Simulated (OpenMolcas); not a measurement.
# Re⁵⁺ among point charges: CASSCF and CASPT2 levels and susceptibility

How does a field of 2 point charges split the states of Re⁵⁺, and what χT follows?

Program: OpenMolcas 26.06. Level of theory: state-averaged CASSCF and CASPT2, spin-orbit coupling by RASSI with atomic mean-field integrals. These are calculated values, not measurements, unless marked.

### 1 Starting point

- Species: Re⁵⁺ (rhenium, Z = 75, 70 electrons)
- Basis: ANO-RCC-VDZP [7s6p4d2f1g], 68 functions
- Scalar Hamiltonian: DKH2, point nucleus
- Inactive shells: 1s 2s 2p 3s 3p 3d 4s 4p 4d 4f 5s 5p
- Active space: 2 electrons in 5 orbitals (5d)
- Some configurations of this space: 5d2
- Orbitals: optimised for each spin and parity, averaged over all roots

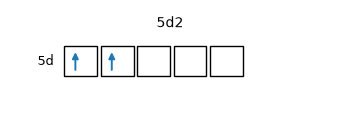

Occupation of the outer shells (arrows by Hund's rule).

The ion sits among 2 point charges of -2.5 e arranged as a linear pair (D∞h), 2.02 Å from the ion.

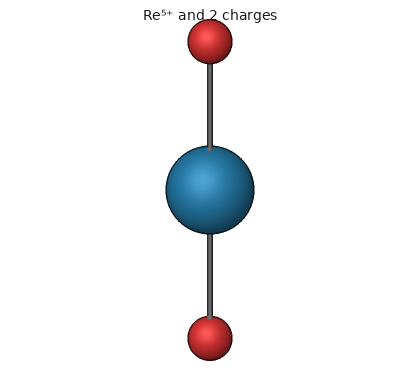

The ion and the point charges (red).

The work runs as a chain of OpenMolcas steps in one folder; each step below is one input file. Labels, J, g values, rates, χT and fits are worked out afterwards by a script from the matrices that RASSI stores. The input lists half of the charges; inversion (Group=XYZ) makes the rest.

### 2 Basis and integrals

Input file a.inp:

```
&GATEWAY
Coord
1

Re 0.0 0.0 0.0
Basis=ANO-RCC-VDZP
Group=XYZ
NoMove
AngMom=0.0 0.0 0.0
AMFI
XField
1 Angstrom 0
0.000000 0.000000 2.020000 -2.500000
&SEWARD
```

Launch:

```bash
> OMP_NUM_THREADS=1 MOLCAS_MEM=1689 MOLCAS_PROJECT=a pymolcas a.inp > a.log
```

Standard output:

```text
Basis set label: RE.ANO-RCC...7S6P4D2F1G.

      Electronic valence basis set:
      ------------------
      Associated Effective Charge  75.000000 au
      Associated Actual Charge     75.000000 au
      Nuclear Model: Point charge

      Shell  nPrim  nBasis  Cartesian Spherical Contaminant
         s      24       7        X
         p      21       6        X
         d      15       4                 X
         f      11       2                 X
         g       4       1                 X
                  Relativistic Douglas-Kroll-Hess integrals:
                    - DKH order of Hamiltonian: 2
                    - DKH order of Properties : 0
                  Atomic mean-field integrals
```

### 3 CASSCF: triplets of even parity, 10 roots

Input file a.inp:

```
&RASSCF
FileOrb=start.orb
Symmetry=1
Spin=3
nActEl=2 0 0
Inactive=15 19
Ras2=5 0
CIRoot=10 10 1
SDav=10
CIMx=300
Iter=120 100
PrWF=0.3
OrbListing=Nothing
MaxOrb=0
>>> COPY $Project.JobIph JOB001
```

Launch:

```bash
> OMP_NUM_THREADS=1 MOLCAS_MEM=1689 MOLCAS_PROJECT=a pymolcas a.inp > a.log
```

start.orb holds the contracted functions of the basis, ordered by shell, or the orbitals of the step before.

Standard output, cut to the lines that bear on the results:

```text
[...]
      Number of active orbitals                  5
[...]
      Spin quantum number                      1.0
[...]
      Active orbitals                            5   0
[...]
      Number of CSFs                            10
      Number of root(s) required                10
[...]
      Convergence after  9 iterations
[...]
      Natural orbitals and occupation numbers for root  1
      sym 1:   0.971648   0.028352  -0.000000   0.028352   0.971648
      Natural orbitals and occupation numbers for root  2
      sym 1:   0.500000   0.500000   0.000000   0.500000   0.500000
      Natural orbitals and occupation numbers for root  3
      sym 1:   0.500000   0.500000  -0.000000   0.500000   0.500000
::    RASSCF root number  1 Total energy: -16678.05575748
::    RASSCF root number  2 Total energy: -16678.01438420
::    RASSCF root number  3 Total energy: -16678.01438420
[...]
::    RASSCF root number  7 Total energy: -16677.98597762
::    RASSCF root number  8 Total energy: -16677.91515349
::    RASSCF root number  9 Total energy: -16677.86461754
::    RASSCF root number 10 Total energy: -16677.86461754
```

### 4 Reference wave functions, singlets of even parity, 15 roots

Input file a.inp:

```
&RASSCF
FileOrb=start.orb
Symmetry=1
Spin=1
nActEl=2 0 0
Inactive=15 19
Ras2=5 0
CIRoot=15 15 1
SDav=15
CIMx=300
Iter=120 100
PrWF=0.3
OrbListing=Nothing
MaxOrb=0
>>> COPY $Project.JobIph JOB002
```

Standard output, cut to the lines that bear on the results:

```text
[...]
      Number of active orbitals                  5
[...]
      Spin quantum number                      0.0
[...]
      Active orbitals                            5   0
[...]
      Number of CSFs                            15
      Number of root(s) required                15
[...]
      Convergence after  7 iterations
[...]
      Natural orbitals and occupation numbers for root  1
      sym 1:   1.000000  -0.000000   1.000000  -0.000000  -0.000000
      Natural orbitals and occupation numbers for root  2
      sym 1:   1.000000   0.000000   1.000000   0.000000  -0.000000
      Natural orbitals and occupation numbers for root  3
      sym 1:   0.901821   0.051842   0.901821   0.051842   0.092674
::    RASSCF root number  1 Total energy: -16678.02048791
::    RASSCF root number  2 Total energy: -16678.02048791
::    RASSCF root number  3 Total energy: -16678.01470879
[...]
::    RASSCF root number 12 Total energy: -16677.83560635
::    RASSCF root number 13 Total energy: -16677.83560635
::    RASSCF root number 14 Total energy: -16677.82632165
::    RASSCF root number 15 Total energy: -16677.75548002
```

### 5 State interaction with spin-orbit coupling

Input file a.inp:

```
&RASSI
NrOfJobIphs=2 10 15
1 2 3 4 5 6 7 8 9 10
1 2 3 4 5 6 7 8 9 10 11 12 13 14 15
IphNames
JOB001
JOB002
EJob
SpinOrbit
DIPRint=1.0
SOCoupling=1000.0
Subsets=2
Property=9
'ANGMOM' 1 'ANGMOM' 2 'ANGMOM' 3 'MLTPL  1' 1 'MLTPL  1' 2 'MLTPL  1' 3
'AMFI' 1 'AMFI' 2 'AMFI' 3
SOProperty=3
'ANGMOM' 1 'ANGMOM' 2 'ANGMOM' 3
```

Standard output, cut to the lines that bear on the results:

```text
SPIN-FREE ENERGIES:
  (Shifted by EMIN (a.u.) =     -16678.0557574753)
 SF State       Relative EMIN(au)   Rel lowest level(eV)    D:o, cm**(-1)      L_eff
     1             0.0000000000        0.0000000000              0.0000         1.9
    11             0.0352695628        0.9597336951           7740.7743         4.0
    12             0.0352695628        0.9597336951           7740.7743         4.0
    13             0.0410486806        1.1169915016           9009.1440         1.9
     2             0.0413732719        1.1258240809           9080.3836         3.0
     3             0.0413732719        1.1258240809           9080.3836         3.0
     5             0.0587245313        1.5979759023          12888.5449         2.6
     4             0.0587245313        1.5979759023          12888.5449         2.6
     7             0.0697798564        1.8988066241          15314.9083         2.9
     6             0.0697798564        1.8988066241          15314.9083         2.9
[...]
Eigenvalues of complex Hamiltonian:
   -----------------------------------
  (Shifted by EMIN (a.u.) =     -16678.0557574753)
 SO State       Relative EMIN(au)   Rel lowest level(eV)    D:o, cm**(-1)     J-value
     1            -0.0327446401        0.0000000000              0.0000         1.7
     2            -0.0051220714        0.7516483861           6062.4531         1.8
     3            -0.0051220714        0.7516483859           6062.4531         1.8
     4             0.0009248091        0.9161923879           7389.5900         1.0
     5             0.0009248091        0.9161923879           7389.5900         1.0
     6             0.0184739464        1.3937287418          11241.1804         2.0
     7             0.0184739464        1.3937287421          11241.1804         2.0
     8             0.0263516867        1.6080929755          12970.1445         1.5
     9             0.0263516867        1.6080929755          12970.1445         1.5
    10             0.0357539753        1.8639422825          15033.7084         1.4
    11             0.0357539753        1.8639422825          15033.7084         1.4
[...]
```

These steps: 5.6 s of run time, 1 thread of Arm Neoverse V1, shared host.

States without spin-orbit coupling:

```csv
state,degeneracy,E (cm-1),free-ion L (%)
3Sigma,1,0,P (63)
1Gamma,2,7741,G (100)
1Sigma,1,9009,D (83)
3Phi,2,9080,F (100)
3Pi,2,12889,F (80)
3Delta,2,15315,F (100)
1Pi,2,20528,D (94)
1Phi,2,26286,G (100)
3Sigma,1,30859,F (63)
1Delta,2,32072,D (69)
3Pi,2,41950,P (80)
1Delta,2,42437,G (69)
1Pi,2,48318,G (94)
1Sigma,1,50355,G (95)
1Sigma,1,65903,S (84)
```

With spin-orbit coupling:

```
E (cm-1)  Degeneracy  2S+1               g
     0.0           1     3                
    6062           2     3  0.00 0.00 3.79
    7390           2     3  0.00 0.00 2.27
   11241           2     3  0.00 0.00 1.37
   12970           2     1  0.00 0.00 8.33
   15034           2     3  0.00 0.00 6.17
   18067           1     3                
   18574           2     3  0.00 0.00 5.04
   18945           1     3                
   20920           1     1                
   22488           2     3  0.00 0.00 0.92
   24792           2     3  0.00 0.00 9.67
   25401           2     3  0.00 0.00 4.67
   25765           2     3  0.00 0.00 7.45
   31333           2     1  0.00 0.00 2.15
   35332           1     3                
   35723           2     1  0.00 0.00 6.39
   38167           2     3  0.00 0.00 3.63
   39972           2     1  0.00 0.00 4.28
   46830           1     3                
   46864           1     3                
   46973           2     1  0.00 0.00 4.55
   49270           2     3  0.00 0.00 2.06
   56267           2     3  0.00 0.00 5.19
```

Principal g values are given for doublets only; a zero marks a field direction without first-order Zeeman splitting.

Powder χT (cm³ K/mol): 0.00 at 2 K, 0.00 at 5 K, 0.00 at 10 K, 0.00 at 20 K, 0.01 at 50 K, 0.01 at 100 K, 0.02 at 150 K, 0.02 at 200 K, 0.03 at 250 K, 0.03 at 300 K.

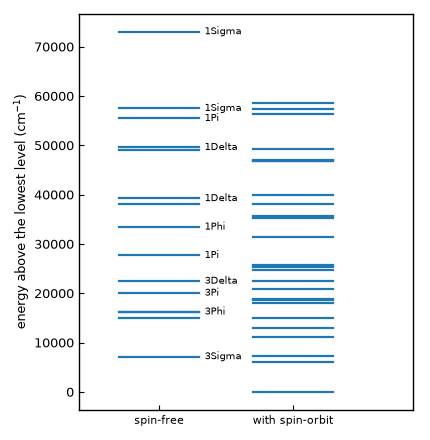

The states in the field without (left) and with (right) spin-orbit coupling.

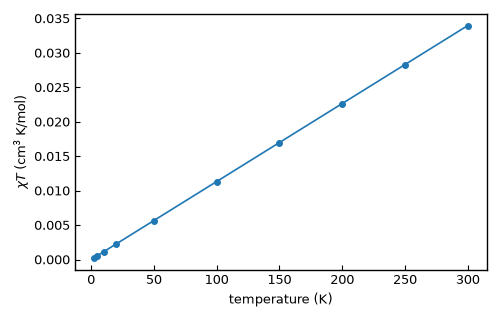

χT against temperature.

### 6 CASPT2: IPEA 0.25, imaginary shift 0.1 (closed shells correlated: 5s 5p)

Input file a.inp:

```
>>> COPY JOB001 $Project.JobIph
&CASPT2
Multistate=10 1 2 3 4 5 6 7 8 9 10
NoMult
Frozen=14 16
IPEA=0.25
Imaginary=0.1
MaxIter=60
WThr=0.0 0.3 0.05
PrWF=0.5
NoMix
>>> COPY JOB002 $Project.JobIph
&CASPT2
Multistate=15 1 2 3 4 5 6 7 8 9 10 11 12 13 14 15
NoMult
Frozen=14 16
IPEA=0.25
Imaginary=0.1
MaxIter=60
WThr=0.0 0.3 0.05
PrWF=0.5
NoMix
```

Standard output:

```text
Orbital specifications:
      -----------------------

      Symmetry species                           1   2
                                                ag  au
      Frozen orbitals                           14  16
      Inactive orbitals                          1   3
      Active orbitals                            5   0
      Secondary orbitals                        16  13
      Deleted orbitals                           0   0
      Number of basis functions                 36  32
Type of calculation                        SS-CASPT2
      Fock operator                              state-specific
      IPEA shift                                 0.25
      Real shift                                 0.00
      Imaginary shift                            0.10
      The input orbitals will be transformed to quasi-canonical
Reference energy:      -16678.0557574753
      E2 (Non-variational):      -0.1627219668
      Shift correction:          -0.0000497694
      E2 (Variational):          -0.1627717362
      Total energy:          -16678.2185292115
      Residual norm:              0.0000003396
      Reference weight:           0.97363
      Contributions to the CASPT2 correlation energy
      Active & Virtual Only:         -0.0045331123
      One Inactive Excited:          -0.0524884270
      Two Inactive Excited:          -0.1057004276
Reference energy:      -16678.0143842034
      E2 (Non-variational):      -0.1599013198
      Shift correction:          -0.0000490530
      E2 (Variational):          -0.1599503727
      Total energy:          -16678.1743345761
      Residual norm:              0.0000004652
      Reference weight:           0.97404
      Contributions to the CASPT2 correlation energy
      Active & Virtual Only:         -0.0023876056
      One Inactive Excited:          -0.0543846782
      Two Inactive Excited:          -0.1031290360
::    CASPT2 Root  1     Total energy: -16678.21852921
::    CASPT2 Root  2     Total energy: -16678.17433458
::    CASPT2 Root  3     Total energy: -16678.17433457
::    CASPT2 Root  4     Total energy: -16678.15882037
::    CASPT2 Root  5     Total energy: -16678.15882037
::    CASPT2 Root  6     Total energy: -16678.14668709
::    CASPT2 Root  7     Total energy: -16678.14668649
::    CASPT2 Root  8     Total energy: -16678.07624337
::    CASPT2 Root  9     Total energy: -16678.03087562
::    CASPT2 Root 10     Total energy: -16678.03087562
Orbital specifications:
      -----------------------

      Symmetry species                           1   2
                                                ag  au
      Frozen orbitals                           14  16
      Inactive orbitals                          1   3
      Active orbitals                            5   0
      Secondary orbitals                        16  13
      Deleted orbitals                           0   0
      Number of basis functions                 36  32
Type of calculation                        SS-CASPT2
      Fock operator                              state-specific
      IPEA shift                                 0.25
      Real shift                                 0.00
      Imaginary shift                            0.10
      The input orbitals will be transformed to quasi-canonical
Reference energy:      -16678.0204879125
      E2 (Non-variational):      -0.1634055430
      Shift correction:          -0.0000499576
      E2 (Variational):          -0.1634555006
      Total energy:          -16678.1839434131
      Residual norm:              0.0000002653
      Reference weight:           0.97350
      Contributions to the CASPT2 correlation energy
      Active & Virtual Only:         -0.0039093339
      One Inactive Excited:          -0.0559958281
      Two Inactive Excited:          -0.1035003810
Reference energy:      -16678.0204879125
      E2 (Non-variational):      -0.1634053657
      Shift correction:          -0.0000499574
      E2 (Variational):          -0.1634553231
      Total energy:          -16678.1839432356
      Residual norm:              0.0000002653
      Reference weight:           0.97350
      Contributions to the CASPT2 correlation energy
      Active & Virtual Only:         -0.0039093339
      One Inactive Excited:          -0.0559956509
      Two Inactive Excited:          -0.1035003809
::    CASPT2 Root  1     Total energy: -16678.18394341
::    CASPT2 Root  2     Total energy: -16678.18394324
::    CASPT2 Root  3     Total energy: -16678.18139626
::    CASPT2 Root  4     Total energy: -16678.13011263
::    CASPT2 Root  5     Total energy: -16678.13011262
::    CASPT2 Root  6     Total energy: -16678.10120760
::    CASPT2 Root  7     Total energy: -16678.10120758
::    CASPT2 Root  8     Total energy: -16678.07857298
::    CASPT2 Root  9     Total energy: -16678.07857425
::    CASPT2 Root 10     Total energy: -16678.02716488
::    CASPT2 Root 11     Total energy: -16678.02716456
::    CASPT2 Root 12     Total energy: -16678.00189835
::    CASPT2 Root 13     Total energy: -16678.00189836
::    CASPT2 Root 14     Total energy: -16677.99369542
::    CASPT2 Root 15     Total energy: -16677.93582305
```

Time for this run: 2.8 s (1 thread of Arm Neoverse V1, shared host).

SS-CASPT2: lowest energy less the reference's lowest, -0.1628 hartree; reference weights 0.965 to 0.974.

States without spin-orbit coupling:

```csv
state,degeneracy,E (cm-1),free-ion L (%)
3Sigma,1,0,P (63)
1Gamma,2,7591,G (100)
1Sigma,1,8150,D (83)
3Phi,2,9700,F (100)
3Pi,2,13105,F (80)
3Delta,2,15768,F (100)
1Pi,2,19405,D (94)
1Phi,2,25749,G (100)
1Delta,2,30717,D (69)
3Sigma,1,31228,F (63)
3Pi,2,41185,P (80)
1Delta,2,42000,G (69)
1Pi,2,47545,G (94)
1Sigma,1,49345,G (95)
1Sigma,1,62047,S (84)
```

With spin-orbit coupling:

```tsv
E (cm-1)	Degeneracy	2S+1	g
0	1	3	
6270	2	3	0.00 0.00 3.80
8110	2	3	0.00 0.00 2.28
11440	2	3	0.00 0.00 1.41
13130	2	1	0.00 0.00 8.30
15820	2	3	0.00 0.00 6.17
18470	1	3	
19080	2	3	0.00 0.00 5.07
19300	1	3	
20470	1	1	
22930	2	3	0.00 0.00 0.86
25480	2	3	0.00 0.00 9.71
25770	2	3	0.00 0.00 4.61
26170	2	3	0.00 0.00 7.38
30890	2	1	0.00 0.00 2.11
35410	1	3	
35620	2	1	0.00 0.00 6.45
38500	2	3	0.00 0.00 3.66
39120	2	1	0.00 0.00 4.27
46280	1	3	
46340	1	3	
46540	2	1	0.00 0.00 4.61
48730	2	3	0.00 0.00 2.07
55790	2	3	0.00 0.00 5.16
```

Powder χT (cm³ K/mol): 0.00 at 2 K, 0.00 at 5 K, 0.00 at 10 K, 0.00 at 20 K, 0.01 at 50 K, 0.01 at 100 K, 0.02 at 150 K, 0.02 at 200 K, 0.03 at 250 K, 0.03 at 300 K.

### 7 The methods side by side

A. CASSCF
B. SS-CASPT2, IPEA 0.25, imaginary shift 0.1 (closed shells correlated: 5s 5p)

```csv
method,ground state,first state of that spin (cm-1),first gap with spin-orbit (cm-1),χT at 300 K
A,3Sigma,3Phi 9080,6062.5,0.03
B,3Sigma,3Phi 9700,6270.9,0.03
```

### 8 What came out

| quantity | value |
| --- | --- |
| method | SS-CASPT2, IPEA 0.25, imaginary shift 0.1 (closed shells correlated: 5s 5p) |
| spin-free ground state | 3Sigma, 1-fold in its orbital part |
| first state of the same spin within the active space | 3Phi at 9700 cm⁻¹ |
| lowest level | 1-fold |
| next level | 6270.9 cm⁻¹ |
| χT at 300 K | 0.03 cm³ K/mol |
| effective moment at 300 K | 0.52 μB |

Cost by method:

```csv
method,time of its own steps,time with the reference
A. CASSCF,5.6 s,5.6 s
"B. SS-CASPT2, IPEA 0.25, imaginary shift 0.1, +5s 5p",2.8 s,8.4 s
```

Times are of one thread on a shared host.

In words: The spin-free ground state (3Sigma) comes to 63 % from free-ion P terms and keeps the highest spin of the shell. χT at 300 K is 0.03, against 1.00 cm³ K/mol for the spin alone, so spin-orbit coupling lowers it. The field of point charges can differ much from that of real complexes. Point charges carry no covalency, so the field is a model and not that of real ligands.
